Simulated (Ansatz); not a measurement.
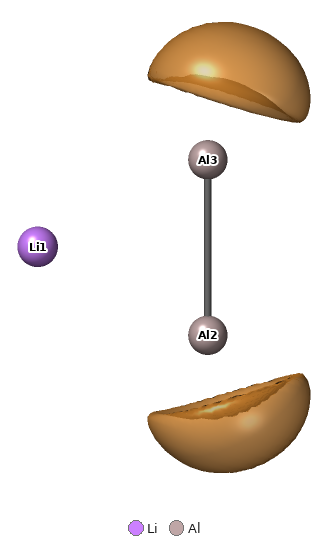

Figure. Li···Al2 (charge −1, triplet). Isosurface of the electron localisation function at 0.9 (orange), seen across its widest extent. Only the valence region is drawn (cores and ρ < 0.01 e/Å³ removed).

Geometry: PBE0-D4/def2-TZVPD.

These are results of UKS PBE0-D4/def2-TZVPD (Ansatz), not measurements.

```yaml
atoms:
  - { symbol: Li, position_ang: [-0.9311, 0.4799, -1.2593] }
  - { symbol: Al, position_ang: [0.6359, 0.9701, 0.9649] }
  - { symbol: Al, position_ang: [0.2952, -1.4501, 0.2944] }
```

Question: Where are the electrons localised?

Answer: At this value the surface marks out two lobes on Al, pointing away from the bonds (non-bonding electrons). Along the contacts the grid gives the following. Li1···Al2 (2.76 Å): the ELF peaks at about 0.80 in the valence shell of Al, 1.4 Å from its nucleus, and is about 0.80 at the midpoint. Al–Al (2.53 Å): the ELF peaks at about 0.80 between the atoms; localised, covalent bonding.
